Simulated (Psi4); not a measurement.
**U-r2SCAN/aug-cc-pVDZ run of AlNH2Cl (SMILES [NH2][Al][Cl])**

Aim: the vertical electron affinity of AlNH2Cl at U-r2SCAN/aug-cc-pVDZ, from 2 runs. 

The calculation is run with Psi4 1.11.

1 further run of the same task is left out (set aside as unsound or not needed).

## 1. Starting point

AlNH2Cl has 5 atoms, charge 0, and is taken as a doublet. SMILES: `[NH2][Al][Cl]`. Geometry: relaxed at PBE0-D4/def2-TZVP. This is one conformer, not always the lowest.

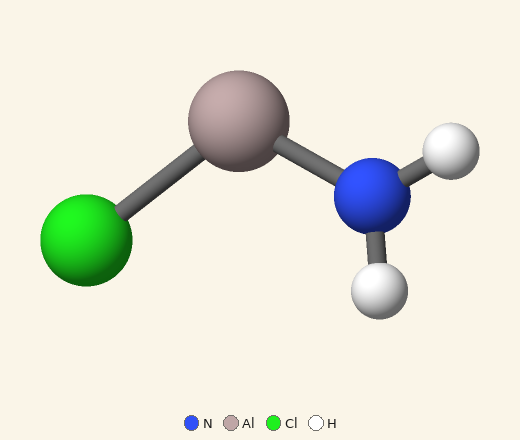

Viewed from a chosen angle; nitrogen blue, aluminium light grey, chlorine green, hydrogen white.

## 2. Energy and gradient at U-r2SCAN/aug-cc-pVDZ

The input, alclh2n.xyz:

```xyz
5
AlClH2N
N     -0.549400     0.461700    -0.232000
Al     0.402600    -0.291600     1.049100
Cl     1.907000    -1.649700     0.440800
H     -1.293600     1.123300    -0.083500
H     -0.416600     0.282700    -1.215900
```

The input, calc.py:

```python
import psi4

psi4.set_memory(2200000000)
psi4.set_num_threads(1)
psi4.set_output_file('psi4.out', False)

with open('alclh2n.xyz') as f:
    atoms = ''.join(f.readlines()[2:])
mol = psi4.geometry('0 2\n' + atoms + 'symmetry c1\nno_reorient\nno_com')

options = {'basis': 'aug-cc-pVDZ', 'reference': 'uks', 'puream': True, 'e_convergence': 1e-09, 'd_convergence': 1e-08, 'scf_type': 'pk', 'dft_radial_points': 99, 'dft_spherical_points': 590, 'maxiter': 100}
psi4.set_options(options)

e_tot, wfn = psi4.gradient("r2scan", molecule=mol, return_wfn=True)
psi4.oeprop(wfn, "MULLIKEN_CHARGES", "LOWDIN_CHARGES", "WIBERG_LOWDIN_INDICES")
print('gradient / Eh bohr^-1')
print(e_tot.np.round(6))
print(f'energy = {wfn.energy():.10f} Eh')
```

On the command line:

```
$ python calc.py
```

psi4.out, cut to the lines that bear on the results:

```text
[...]
  Running in c1 symmetry.
[...]
  Nuclear repulsion =  119.524169334353630
[...]
  Multiplicity = 2
[...]
  Nalpha       = 20
  Nbeta        = 19
[...]
    Number of basis functions: 95
[...]
   @UKS iter   1:  -758.12685821627929   -4.63290e-02   1.04034e-02 ADIIS/DIIS
[...]
   @UKS iter  14:  -758.57877911131641   -4.77485e-12   9.21006e-09 DIIS
[...]
   @S^2 Observed:                7.535485578E-01
[...]
    Orbital Energies [Eh]
    ---------------------
    Alpha Occupied:
       1A   -101.189598     2A    -55.814420     3A    -14.163662
       4A     -9.353897     5A     -7.095792     6A     -7.091257
       7A     -7.090889     8A     -4.105667     9A     -2.645870
      10A     -2.644562    11A     -2.641279    12A     -0.810465
      13A     -0.768029    14A     -0.460474    15A     -0.422058
      16A     -0.357143    17A     -0.304696    18A     -0.300812
      19A     -0.248155    20A     -0.200951
    Alpha Virtual:
      21A     -0.062133    22A     -0.007396    23A      0.003849
      24A      0.032161    25A      0.035096    26A      0.041972
[...]
  @UKS Final Energy:  -758.57877911131641
   => Energetics <=
    Nuclear Repulsion Energy =            119.5241693343536298
    One-Electron Energy =               -1286.3055920373476511
    Two-Electron Energy =                 462.7368586037634941
    DFT Exchange-Correlation Energy =     -54.5342150120859372
    Empirical Dispersion Energy =           0.0000000000000000
    VV10 Nonlocal Energy =                  0.0000000000000000
    Total Energy =                       -758.5787791113164076
[...]
 Multipole Moments:
 ------------------------------------------------------------------------------------
     Multipole            Electronic (a.u.)      Nuclear  (a.u.)        Total (a.u.)
 ------------------------------------------------------------------------------------
 L = 1.  Multiply by 2.5417464519 to convert [e a0] to [Debye]
 Dipole X            :        -61.3417805           60.6541615           -0.6876190
 Dipole Y            :         51.9963145          -51.3963932            0.5999213
 Dipole Z            :        -34.4556343           34.4090782           -0.0465562
 Magnitude           :                                                    0.9137247
[...]
  -Total Gradient:
     Atom            X                  Y                   Z
    ------   -----------------  -----------------  -----------------
       1        0.003851923474    -0.003074791582     0.004725731723
       2        0.000444832084    -0.001241661375    -0.013412068851
       3       -0.007564977522     0.006845194217     0.003353455952
       4        0.003793102475    -0.003315438653     0.000219968246
       5       -0.000099517721     0.000427382316     0.005329372966
[...]
  Mulliken Charges: (a.u.)
   Center  Symbol    Alpha    Beta     Spin     Total
       1     N     3.67308  3.71322 -0.04015 -0.38630
       2    AL     6.53967  5.57821  0.96146  0.88212
       3    CL     8.72127  8.66507  0.05621 -0.38634
       4     H     0.53907  0.52849  0.01058 -0.06756
       5     H     0.52691  0.51501  0.01190 -0.04192
   Total alpha = 20.00000, Total beta = 19.00000, Total charge =  0.00000
  Lowdin Charges: (a.u.)
   Center  Symbol    Alpha    Beta     Spin     Total
       1     N     3.63144  3.51974  0.11169 -0.15118
[...]
```

On the terminal:

```text
gradient / Eh bohr^-1
[[ 0.003852 -0.003075  0.004726]
 [ 0.000445 -0.001242 -0.013412]
 [-0.007565  0.006845  0.003353]
 [ 0.003793 -0.003315  0.00022 ]
 [-0.0001    0.000427  0.005329]]
energy = -758.5787791113 Eh
```

It took 62 s on 1 thread of INTEL XEON PLATINUM 8581C at 2.10GHz (Emerald Rapids), shared host; peak memory 1.4 GiB.

## 3. The singlet anion

The input, run.py:

```python
import psi4

psi4.set_memory(2200000000)
psi4.set_num_threads(1)
psi4.set_output_file('alclh2n.out', False)

mol = psi4.geometry("""
-1 1
N     -0.549400     0.461700    -0.232000
Al     0.402600    -0.291600     1.049100
Cl     1.907000    -1.649700     0.440800
H     -1.293600     1.123300    -0.083500
H     -0.416600     0.282700    -1.215900
symmetry c1
no_reorient
no_com
""")

psi4.set_options({
    'basis': 'aug-cc-pVDZ',
    'puream': True,
    'e_convergence': 1e-09,
    'd_convergence': 1e-08,
    'scf_type': 'pk',
    'dft_radial_points': 99,
    'dft_spherical_points': 590,
})

e_tot, wfn = psi4.gradient('r2scan', molecule=mol, return_wfn=True)
psi4.oeprop(wfn, 'LOWDIN_CHARGES', 'MULLIKEN_CHARGES', 'WIBERG_LOWDIN_INDICES', title='R2SCAN')
print('gradient / Eh bohr^-1')
print(e_tot.np.round(6))
print(f'energy = {wfn.energy():.10f} Eh')
```

On the command line:

```
$ python run.py
```

alclh2n.out, cut to the lines that bear on the results:

```text
[...]
  Running in c1 symmetry.
[...]
  Nuclear repulsion =  119.524169334353630
[...]
  Multiplicity = 1
[...]
  Nalpha       = 20
  Nbeta        = 20
[...]
    Number of basis functions: 95
[...]
   @RKS iter   1:  -758.06449884595634    1.60304e-02   1.10556e-02 ADIIS/DIIS
[...]
   @RKS iter  14:  -758.61785973294241   -2.95586e-12   2.83549e-09 DIIS
[...]
  @RKS Final Energy:  -758.61785973294241
   => Energetics <=
    Nuclear Repulsion Energy =            119.5241693343536298
    One-Electron Energy =               -1293.8362841826419753
    Two-Electron Energy =                 470.3900791797955208
    DFT Exchange-Correlation Energy =     -54.6958240644496598
    Empirical Dispersion Energy =           0.0000000000000000
    VV10 Nonlocal Energy =                  0.0000000000000000
    Total Energy =                       -758.6178597329424065
[...]
 Multipole Moments:
 ------------------------------------------------------------------------------------
     Multipole            Electronic (a.u.)      Nuclear  (a.u.)        Total (a.u.)
 ------------------------------------------------------------------------------------
 L = 1.  Multiply by 2.5417464519 to convert [e a0] to [Debye]
 Dipole X            :        -61.8721164           60.6541615           -1.2179549
 Dipole Y            :         52.3047044          -51.3963932            0.9083112
 Dipole Z            :        -37.0765696           34.4090782           -2.6674915
 Magnitude           :                                                    3.0698460
[...]
  -Total Gradient:
     Atom            X                  Y                   Z
    ------   -----------------  -----------------  -----------------
       1        0.006079627496    -0.003564877580     0.027779107030
       2        0.014735709685    -0.016829558944    -0.061403750059
       3       -0.026425413906     0.024607268457     0.022531490988
       4        0.003910296444    -0.003566496236    -0.002143953133
       5        0.001922751070    -0.000811552501     0.013713787019
[...]
```

The script printed:

```text
gradient / Eh bohr^-1
[[ 0.00608  -0.003565  0.027779]
 [ 0.014736 -0.01683  -0.061404]
 [-0.026425  0.024607  0.022531]
 [ 0.00391  -0.003566 -0.002144]
 [ 0.001923 -0.000812  0.013714]]
energy = -758.6178597329 Eh
```

Wall time 50 s (1 thread of INTEL XEON PLATINUM 8581C at 2.10GHz (Emerald Rapids), shared host); peak memory 1.4 GiB.

## 4. Summary of results

At U-r2SCAN/aug-cc-pVDZ:

```
                                                            quantity          value
                                       doublet AlNH2Cl: total energy  -758.57878 Eh
                                      doublet AlNH2Cl: dipole moment         2.32 D
                 doublet AlNH2Cl: HOMO energy (highest over α and β)       -5.47 eV
                  doublet AlNH2Cl: LUMO energy (lowest over α and β)       -3.08 eV
                                               doublet AlNH2Cl: ⟨S²⟩          0.754
                           doublet AlNH2Cl: largest force on an atom     0.693 eV/Å
                                         singlet anion: total energy  -758.61786 Eh
                                          singlet anion: HOMO energy        0.93 eV
                                          singlet anion: LUMO energy        2.83 eV
singlet anion: HOMO–LUMO gap (to an unbound level, set by the basis)        1.90 eV
                             singlet anion: largest force on an atom     3.361 eV/Å
                   vertical electron affinity (to the singlet anion)       1.063 eV
```

At fixed nuclei the extra electron is bound by 1.06 eV (103 kJ/mol). The largest force (doublet AlNH2Cl) is 0.69 eV/Å: the shape isn't a stationary point for this species at this level. Mulliken charges (doublet AlNH2Cl) run from -0.39 on Cl3 to +0.88 on Al2; in a basis this large or diffuse they mean little. Mulliken charges (singlet anion) run from -0.34 on Cl3 to -0.07 on H4; in a basis this large or diffuse they mean little. The HOMO (singlet anion) lies at positive energy, 0.93 eV, as semi-local functionals often give for anions; only total energies tell whether the electron is bound.
